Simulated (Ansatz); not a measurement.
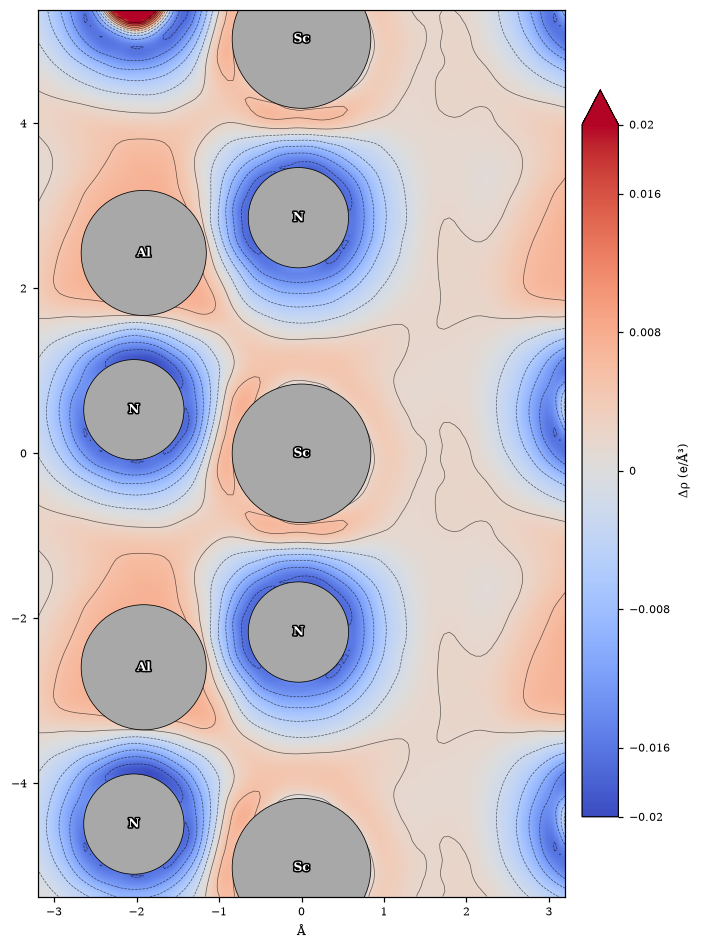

ScAl$_{2}$N$_{3}$. Difference of the valence pseudo-densities of two functionals at the same geometry, on the (010) plane of the calculation cell: one of PBE and r2SCAN less the other.

Space group Cmc2₁; a generated structure, not necessarily the stable one.

Both computed with Ansatz (plane waves, PAW), on the same k-point mesh. Grey discs cover the atomic cores.

> Which was subtracted from which, and what does the map show?

It is PBE less r2SCAN. Against r2SCAN, PBE gives less density around N (−0.014 e/Å³ on average at 0.8 Å from the nucleus) and a change of −0.007 e/Å³ at the midpoint of Al–N.
